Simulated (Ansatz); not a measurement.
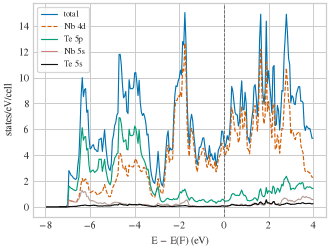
Total and projected density of states of Nb$_{5}$Te$_{4}$ in space group I4/m (No. 87; Nb on 2a, Nb on 8h, Te on 8h), the program Ansatz at the r²SCAN level (PAW)

Question: Which orbitals carry the states next to the Fermi level?

Answer: Within 0.5 eV of the Fermi level: Nb 4d 83 %, Te 5p 10 %. Projections are on Löwdin-orthogonalised atomic valence shells; empty p or d shells of many metals are not among them.

Question: Where is the tallest occupied peak in this window, and what makes it?

Answer: Near -1.8 eV, about 15 states/eV per cell; the largest projected share is Nb 4d.

The workflow started from a Materials Project entry (that database holds measured and hypothetical structures alike); the Crystallography Open Database files this formula in space group No. 87, but the cells were not matched. Its standing as an ambient phase is unchecked. The r²SCAN relaxation kept the symmetry of its start; whether a distortion lowers the energy is not shown. The run is not spin-polarised. With an odd number of electrons in the cell and no spin polarisation, the count alone makes it a metal. Scalar-relativistic: spin–orbit coupling is off unless named, which matters more the heavier the elements.

Potentials: the later of the program's two PAW sets.
